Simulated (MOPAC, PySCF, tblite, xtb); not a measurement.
Interaction energy of H2O ··· CH2O (SMILES O and C=O). Monomers: optimised at B3LYP-D3(BJ) (def2-TZVP), held rigid. Orientation: lowest of the rigid-body minima from ten starts at GFN2-xTB. R is the distance of the centres of mass, along which the second monomer moves.

Geometry at R = 3.17 Å (first 3 atoms: monomer A):
```
7

O     -0.0013     0.3896     0.0000
H     -0.7644    -0.1973     0.0000
H      0.7657    -0.1923     0.0000
C      3.3377    -0.5038    -0.7773
O      2.4490    -1.1676    -0.3226
H      3.2318     0.5861    -0.9428
H      4.3149    -0.9430    -1.0579
```

Computed with: GFN1-xTB (xtb); RKS-B3LYP/6-31G* = restricted B3LYP/6-31G*, spherical d, no counterpoise correction (PySCF 2.14.0); RMP2/6-31G* = restricted MP2 (frozen core)/6-31G*, spherical d, no counterpoise correction run with PySCF; AM1, restricted, heats of formation (MOPAC); GFN2-xTB (tblite).

Interaction energies in kJ/mol (negative: bound); R is the distance of the centres of mass, d the H3···O5 distance.

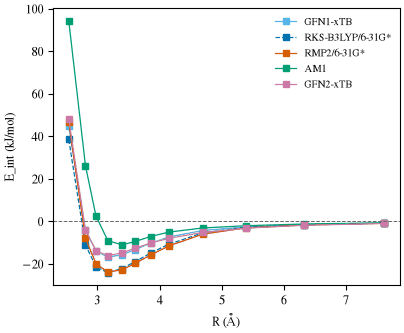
Figure: Interaction energy against separation.

```tsv
R / Å	d / Å	GFN1-xTB	RKS-B3LYP/6-31G*	RMP2/6-31G*	AM1	GFN2-xTB
2.54	1.35	44.88	38.54	46.62	94.44	48.07
2.81	1.62	-4.28	-11.10	-7.96	26.11	-4.07
2.98	1.78	-13.93	-21.37	-19.93	2.45	-13.75
3.17	1.97	-16.82	-24.12	-23.89	-9.05	-16.18
3.40	2.20	-15.73	-22.20	-22.76	-11.08	-14.82
3.61	2.41	-13.31	-18.95	-19.78	-9.48	-12.64
3.86	2.66	-10.28	-14.95	-15.82	-7.15	-10.22
4.15	2.95	-7.42	-10.81	-11.61	-5.09	-8.01
4.70	3.49	-4.31	-5.45	-6.04	-3.14	-5.24
5.40	4.19	-2.62	-2.74	-3.07	-2.05	-3.24
6.34	5.13	-1.54	-1.54	-1.70	-1.25	-1.87
7.63	6.42	-0.85	-0.83	-0.91	-0.71	-1.02
```

Lowest grid point: GFN1-xTB -16.82 kJ/mol at R = 3.17 Å; RKS-B3LYP/6-31G* -24.12 kJ/mol at R = 3.17 Å; RMP2/6-31G* -23.89 kJ/mol at R = 3.17 Å; AM1 -11.08 kJ/mol at R = 3.40 Å; GFN2-xTB -16.18 kJ/mol at R = 3.17 Å.
